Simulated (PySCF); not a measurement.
SMILES O=CCC(=O)O at its CAM-B3LYP/def2-SVP optimised geometry (Å):

```
10

O      2.3411     0.9253     0.8850
C      1.2378     0.8341     0.4242
C      0.6329    -0.4862     0.0000
C     -0.8734    -0.4862     0.0000
O     -1.5635     0.4971     0.0000
O     -1.3729    -1.7257    -0.0197
H      0.5870     1.7257     0.2625
H      1.0356    -1.3057     0.6111
H      0.9608    -0.6881    -1.0359
H     -2.3411    -1.6433    -0.0390
```

Level of theory: CAM-B3LYP/def2-TZVP (PySCF 2.14.0). Cells within 0.4 Å of a nucleus heavier than hydrogen are left out (blank, or x).

Map of the log10 of the electron density (e/bohr³), floored at −4 on the plane z = 0.0 Å:

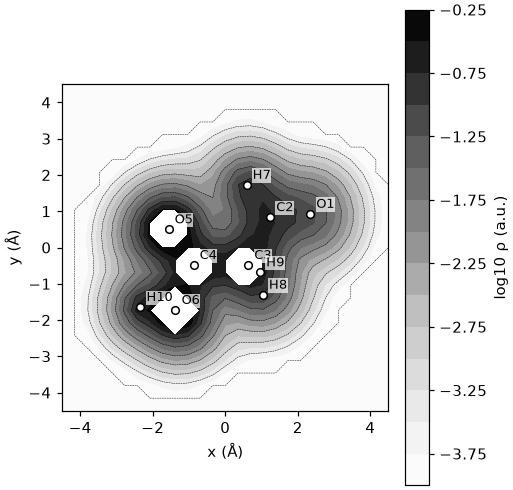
Fig. 1. Log10 of the electron density (e/bohr³), floored at −4 on the plane z = 0.0 Å.
